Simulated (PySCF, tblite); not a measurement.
# C₇H₆NS radical: geometry, infrared bands and EPR parameters

Aim: predict the infrared bands and EPR parameters of C₇H₆NS radical (`S=CCc1c[c]ncc1`).

Computed with tblite 0.8.0 and PySCF 2.14.0, with density-fitted response routines of our own, on a single molecule in the gas phase. Atoms count from 0, in the outputs and in this text.

## (1) The starting structure

15 atoms, charge 0, multiplicity 2; geometry from: force field or distance geometry start.

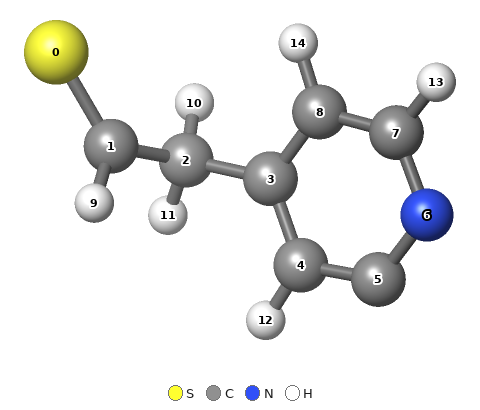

As it starts; sulfur yellow, carbon grey, nitrogen blue, hydrogen white, atoms numbered.

## (2) Geometry optimisation with GFN2-xTB

What the job is given:

```
{"job": {"kind": "relax", "xc": "GFN2-xTB", "basis": "xTB"}, "charge": 0, "multiplicity": 2}
S     -3.300900     1.102200     0.810300
C     -2.235800    -0.139100     0.514500
C     -1.327500    -0.172800    -0.688700
C      0.118800    -0.155900    -0.312200
C      0.864500    -1.346100    -0.276200
C      2.192100    -1.286300     0.095100
N      2.825100    -0.145600     0.456900
C      2.094200     0.986300     0.443000
C      0.756600     1.022500     0.072000
H     -2.145500    -1.003500     1.216400
H     -1.543200     0.669200    -1.368100
H     -1.571800    -1.087700    -1.248800
H      0.431600    -2.299600    -0.549800
H      2.620100     1.882900     0.732900
H      0.217200     1.981600     0.080900
```

Run with:

```bash
> OMP_NUM_THREADS=1 python probes_run.py task.json out
```

This one command runs all jobs of the session in turn.

What it wrote:

```text
step      E/eV     max force
  0    -654.92742    3.308
  1    -655.14679    1.050
  2    -655.18133    0.431
  3    -655.20024    0.269
  4    -655.20757    0.226
  5    -655.21138    0.121
  6    -655.21288    0.129
  7    -655.21460    0.101
  8    -655.21563    0.076
  9    -655.21639    0.066
 10    -655.21714    0.061
 11    -655.21803    0.100
 12    -655.21880    0.089
 13    -655.21929    0.059
 14    -655.21968    0.071
 15    -655.22016    0.074
 16    -655.22076    0.083
 17    -655.22140    0.067
 18    -655.22201    0.059
 19    -655.22267    0.057
 20    -655.22336    0.074
 21    -655.22395    0.060
 22    -655.22439    0.048
 23    -655.22482    0.059
 24    -655.22540    0.081
 25    -655.22611    0.092
 26    -655.22678    0.060
 27    -655.22729    0.061
 28    -655.22778    0.063
 29    -655.22846    0.101
 30    -655.22940    0.112
 31    -655.23041    0.080
 32    -655.23126    0.062
 33    -655.23195    0.067
 34    -655.23254    0.089
 35    -655.23305    0.072
 36    -655.23344    0.042
 37    -655.23370    0.064
 38    -655.23396    0.047
 39    -655.23420    0.039
 40    -655.23444    0.037
 41    -655.23466    0.043
 42    -655.23489    0.038
 43    -655.23508    0.035
 44    -655.23526    0.037
 45    -655.23546    0.047
 46    -655.23573    0.061
 47    -655.23607    0.056
 48    -655.23643    0.057
 49    -655.23672    0.063
 50    -655.23703    0.063
 51    -655.23738    0.058
 52    -655.23765    0.061
 53    -655.23795    0.053
 54    -655.23820    0.056
 55    -655.23862    0.049
 56    -655.23893    0.054
 57    -655.23925    0.045
 58    -655.23939    0.033
 59    -655.23949    0.028
 60    -655.23959    0.026
 61    -655.23968    0.024
 62    -655.23976    0.024
 63    -655.23986    0.023
 64    -655.23996    0.032
 65    -655.24008    0.034
 66    -655.24017    0.024
 67    -655.24023    0.018
 68    -655.24030    0.021
 69    -655.24037    0.021
 70    -655.24042    0.015
 71    -655.24044    0.011
 72    -655.24045    0.009
```

Wall time 0.41 s (1 thread of Intel Xeon 6975P-C, shared host).

Step by step: (not every step is listed)

| step | energy from step 0 (eV) | largest force (eV/Å) |
| --- | --- | --- |
| 0 | 0.0000 | 3.3084 |
| 1 | -0.2194 | 1.0498 |
| 2 | -0.2539 | 0.4307 |
| 3 | -0.2728 | 0.2694 |
| 4 | -0.2802 | 0.2257 |
| 5 | -0.2840 | 0.1205 |
| 6 | -0.2855 | 0.1289 |
| 7 | -0.2872 | 0.1013 |
| 8 | -0.2882 | 0.0759 |
| 13 | -0.2919 | 0.0594 |
| 18 | -0.2946 | 0.0586 |
| 23 | -0.2974 | 0.0593 |
| 28 | -0.3004 | 0.0632 |
| 33 | -0.3045 | 0.0668 |
| 38 | -0.3065 | 0.0469 |
| 43 | -0.3077 | 0.0355 |
| 48 | -0.3090 | 0.0566 |
| 53 | -0.3105 | 0.0533 |
| 58 | -0.3120 | 0.0326 |
| 63 | -0.3124 | 0.0235 |
| 67 | -0.3128 | 0.0177 |
| 68 | -0.3129 | 0.0206 |
| 69 | -0.3130 | 0.0214 |
| 70 | -0.3130 | 0.0149 |
| 71 | -0.3130 | 0.0108 |
| 72 | -0.3130 | 0.0090 |

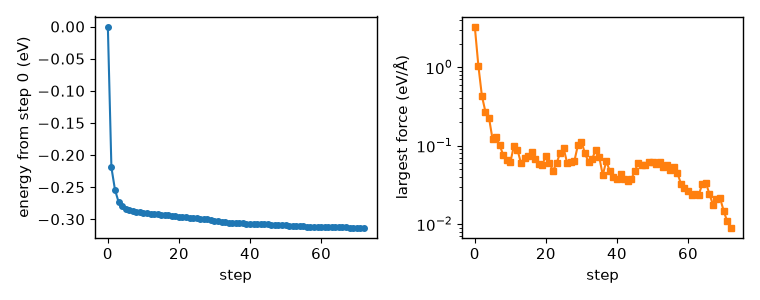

Energy and largest force along the relaxation.

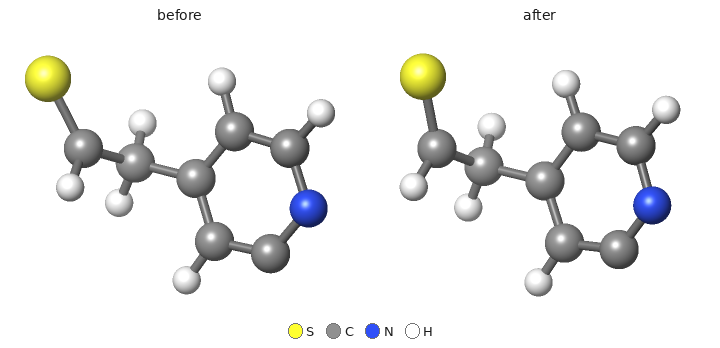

Before and after, at one scale.

Close pairs (by a distance rule), those that changed most:

| bond | before (Å) | after (Å) | change (Å) |
| --- | --- | --- | --- |
| C5–N6 | 1.354 | 1.274 | -0.080 |
| S0–C1 | 1.662 | 1.619 | -0.043 |
| C1–H9 | 1.117 | 1.085 | -0.032 |
| C2–C3 | 1.495 | 1.516 | +0.021 |
| C8–H14 | 1.100 | 1.080 | -0.021 |
| C1–C2 | 1.508 | 1.487 | -0.021 |
| N6–C7 | 1.347 | 1.328 | -0.020 |
| C2–H10 | 1.103 | 1.091 | -0.012 |

The next job starts from the end point, and lists it.

## (3) Infrared spectrum with GFN2-xTB

What the job is given:

```
{"job": {"kind": "ir", "xc": "GFN2-xTB", "basis": "xTB"}, "charge": 0, "multiplicity": 2}
S     -2.726875     1.293780     1.052917
C     -2.158653    -0.115039     0.492182
C     -1.344916    -0.241377    -0.746303
C      0.111993    -0.204296    -0.328834
C      0.873332    -1.372367    -0.304928
C      2.157767    -1.201610     0.152098
N      2.693796    -0.107388     0.522800
C      2.010687     1.029712     0.471205
C      0.691648     1.004166     0.056983
H     -2.307688    -1.021515     1.070128
H     -1.543960     0.602065    -1.409327
H     -1.560194    -1.179394    -1.260401
H      0.475324    -2.325221    -0.613474
H      2.516478     1.934861     0.774117
H      0.106847     1.911612     0.048925
```

What it wrote:

```text
mode    cm-1     km/mol
  1      34.6      3.38
  2      46.4      3.44
  3     127.4      1.85
  4     245.0      3.70
  5     280.3      0.24
  6     342.1      5.19
  7     397.9      1.76
  8     480.2     17.79
  9     507.0      4.40
 10     606.7     74.36
 11     660.1      0.84
 12     718.1     38.55
 13     787.5      8.78
 14     809.5      9.54
 15     865.9      1.56
 16     879.0     14.64
 17     897.2      0.37
 18     958.9     18.78
 19     998.7      4.61
 20    1089.1     93.22
 21    1123.0      1.51
 22    1130.1      3.06
 23    1153.5    131.70
 24    1187.5     44.44
 25    1216.5      8.79
 26    1239.0      3.87
 27    1281.7     21.87
 28    1310.9     97.84
 29    1356.3     42.19
 30    1442.3     25.48
 31    1448.4      3.54
 32    1484.6     12.92
 33    1633.7    290.36
 34    2982.2      9.79
 35    2984.9      5.42
 36    2995.7     23.37
 37    3072.4     15.36
 38    3088.8      8.84
 39    3097.2     17.07
```

It took 0.46 s on 1 thread of Intel Xeon 6975P-C, shared host.

Which atoms move in the most intense modes:

| cm⁻¹ | km/mol | atoms |
| --- | --- | --- |
| 607 | 74.4 | C5 38 %, C4 19 %, C7 17 %, C8 16 % |
| 718 | 38.5 | H9 34 %, C1 21 % |
| 1089 | 93.2 | H12 36 %, H14 14 %, N6 13 % |
| 1154 | 131.7 | H9 34 %, C1 30 %, C2 19 % |
| 1188 | 44.4 | H12 24 %, C3 19 %, C7 11 % |
| 1311 | 97.8 | H9 36 %, C1 34 % |
| 1356 | 42.2 | C4 23 %, N6 19 %, C3 12 %, C5 11 % |
| 1634 | 290.4 | C5 46 %, N6 26 %, C8 11 %, C3 10 % |

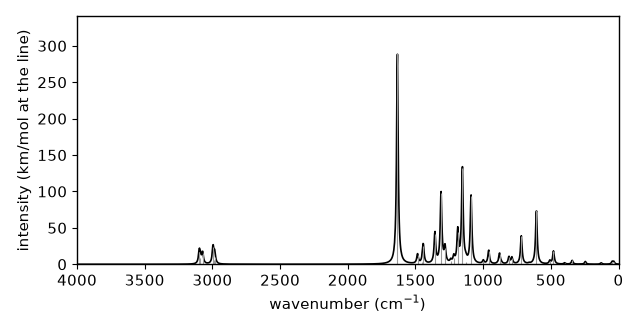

The infrared spectrum from these modes, unscaled. Lines are broadened to a width of 14 cm⁻¹ (Lorentzian).

## (4) g tensor and hyperfine couplings: B3LYP/pcH-1

The job, as its differences from that of step 3:

```diff
@@ -1,2 +1,2 @@
-{"job": {"kind": "ir", "xc": "GFN2-xTB", "basis": "xTB"}, "charge": 0, "multiplicity": 2}
+{"job": {"kind": "epr", "basis": "pcH-1"}, "charge": 0, "multiplicity": 2}
 S     -2.726875     1.293780     1.052917
```

With the program's defaults for keys left out, this is: UKS B3LYP, pcH-1 on C H N S, non-relativistic, mean-field spin-orbit, GIAO.

What it wrote:

```text
UKS, coarse grid
  cycle   1  E = -723.16934384  |g| = 2.89e-01
  cycle   2  E = -723.12630348  |g| = 4.14e-01
  cycle   3  E = -723.20486447  |g| = 1.39e-01
  cycle   4  E = -723.21340744  |g| = 5.51e-02
  cycle   5  E = -723.21496891  |g| = 1.68e-02
  cycle   6  E = -723.21512196  |g| = 5.94e-03
  cycle   7  E = -723.21514394  |g| = 3.48e-03
  cycle   8  E = -723.21515131  |g| = 1.22e-03
  cycle   9  E = -723.21515346  |g| = 8.33e-04
UKS, final grid
  cycle   1  E = -723.21516049  |g| = 1.28e-03
  cycle   2  E = -723.21515870  |g| = 2.46e-03
  cycle   3  E = -723.21516144  |g| = 2.85e-04
  cycle   4  E = -723.21516151  |g| = 1.50e-04
  cycle   5  E = -723.21516159  |g| = 1.08e-04
  cycle   6  E = -723.21516161  |g| = 3.32e-05
  cycle   7  E = -723.21516161  |g| = 1.53e-05
E = -723.21516161 Eh   <S^2> = 0.7550 (exact 0.7500)
g shifts (ppm)      1          2          3
  rmc          -198       -198       -198
  gc             12         19       -146
  oz_so       -1578        142       1838
  total       -1764        -37       1494
hyperfine (MHz)  atom isotope    a_iso     a_fc   dipolar eigenvalues
    0   33S       0.34       0.32     -1.63     -0.79      2.42
    1   13C       0.19       0.19     -0.51      0.01      0.51
    2   13C       8.65       8.65     -1.37     -1.29      2.67
    3   13C      34.78      34.77     -3.88     -3.16      7.04
    4   13C      77.94      77.96    -15.00     -7.28     22.28
    5   13C     517.00     517.15    -63.92    -52.48    116.40
    6   14N     101.78     101.80     -8.70     -5.00     13.70
    7   13C      78.93      78.95     -8.02     -6.47     14.49
    8   13C      -4.25      -4.26     -5.87      1.83      4.03
    9    1H       0.18       0.17     -0.74     -0.67      1.41
   10    1H       0.77       0.77     -1.25     -0.65      1.89
   11    1H       1.22       1.22     -1.57     -0.86      2.43
   12    1H      14.15      14.16     -7.34     -5.42     12.76
   13    1H      -7.46      -7.46     -4.56     -3.38      7.94
   14    1H      11.26      11.26     -1.71     -0.05      1.76
```

It took 74 s on 1 thread of Intel Xeon 6975P-C, shared host; peak memory 0.97 GiB.

Principal g values 2.00056, 2.00228, 2.00381; g(iso) = 2.00222, against 2.00232 for a free electron.

Mean a(iso) over the nuclei that a row names, and the largest dipolar term of the row (other rows stand at the frozen geometry):

| nuclei | isotope | a(iso) (MHz) | a(iso) (G, at g = 2.0023) | largest dipolar term (MHz) |
| --- | --- | --- | --- | --- |
| C5 | 13C | 517.0 | 184.5 | 116.4 |
| N6 | 14N | 101.8 | 36.3 | 13.7 |
| C7 | 13C | 78.9 | 28.2 | 14.5 |
| C4 | 13C | 77.9 | 27.8 | 22.3 |
| C3 | 13C | 34.8 | 12.4 | 7.0 |
| H12 | 1H | 14.1 | 5.0 | 12.8 |
| H14 | 1H | 11.3 | 4.0 | 1.8 |
| C2 | 13C | 8.6 | 3.1 | 2.7 |
| H13 | 1H | -7.5 | -2.7 | 7.9 |
| C8 | 13C | -4.3 | -1.5 | -5.9 |
| H10, H11 | 1H | 1.0 | 0.4 | 2.4 |
| S0 | 33S | 0.3 | 0.1 | 2.4 |
| C1 | 13C | 0.2 | 0.1 | -0.5 |
| H9 | 1H | 0.2 | 0.1 | 1.4 |

Mulliken spin populations:

S0 0.01; C1 0.00; C2 0.01; C3 0.03; C4 -0.03; C5 0.83; N6 0.11; C7 0.06; C8 -0.02; H9 0.00; H10 0.00; H11 0.00; H12 0.00; H13 0.00; H14 0.01

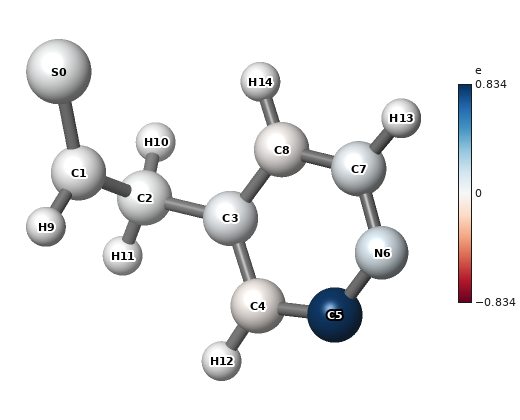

Mulliken spin populations, as colours on the atoms.

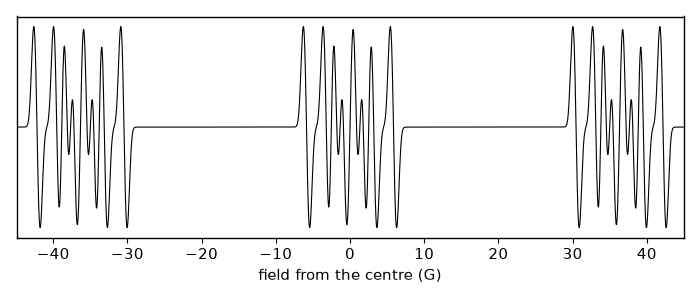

First-order isotropic spectrum (first derivative, main isotopes with spin only, couplings over 0.8 MHz, Gaussian width 0.3 G; couplings of the frozen geometry, rotation of groups not averaged beyond the rows shown).

Orbitals, density, ELF and potential are computed afterwards from the orbital file.

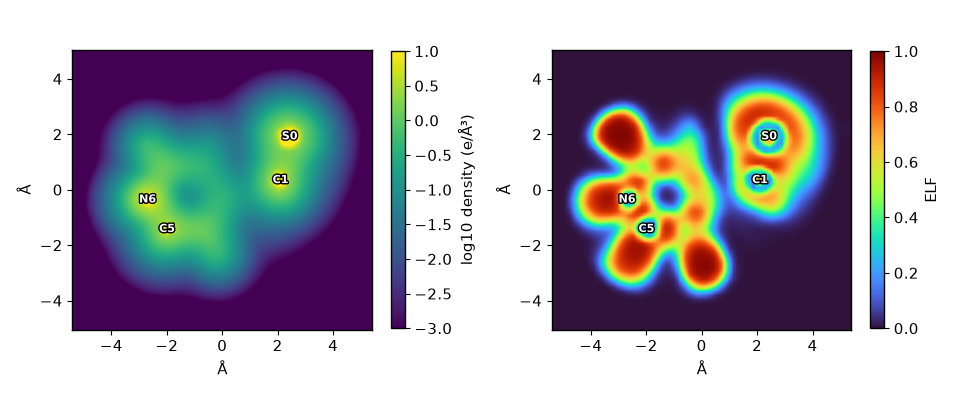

Density (left) and ELF (right) in a plane through or near 4 of the atoms.

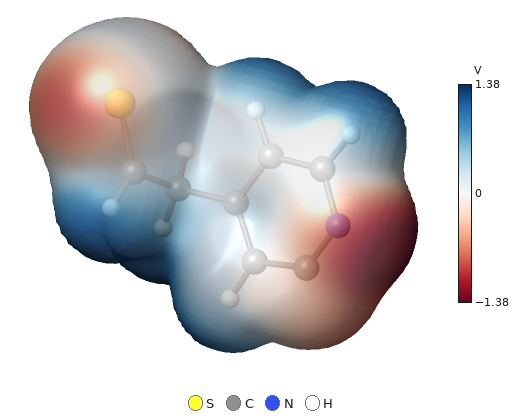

Electrostatic potential on the surface of density 0.002 e/bohr³; red is low, blue high. It runs from -1.38 V near N6 to 1.38 V near H11.

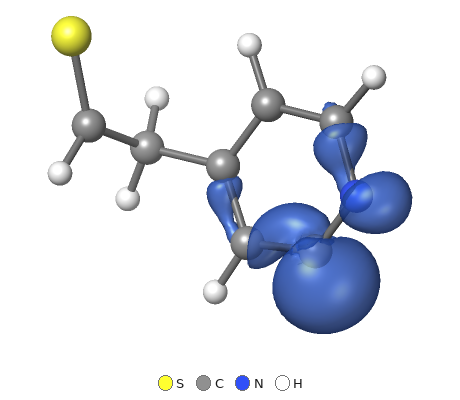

Spin density at ±0.04 e/Å³ (alpha excess blue, beta excess red).

## (5) Summary of results

```
                                 quantity                  value
strongest single infrared mode (GFN2-xTB)  1634 cm⁻¹, 290 km/mol
             zero-point energy (GFN2-xTB)          67.1 kcal/mol
                           g(iso) (B3LYP)                2.00222
                                     ⟨S²⟩     0.755 (exact 0.75)
       largest a(iso) (averaged by class)   13C on C5, 517.0 MHz
    surface potential, least and greatest     -1.38 V and 1.38 V
```

What this shows: Relaxing lowered the energy by 0.313 eV in 72 steps; the close pair that moved most is C5–N6, from 1.354 to 1.274 Å. All 39 modes are real, so the xTB geometry is a minimum. The strongest single mode, at 1634 cm⁻¹, moves mainly C5 and N6. Unscaled tight-binding wavenumbers are off by several per cent, some by more. Its intensities can rank the bands wrongly. C5 carries the largest spin population, 0.83 e. The isotropic g lies 0.1 ppt below the free-electron value.
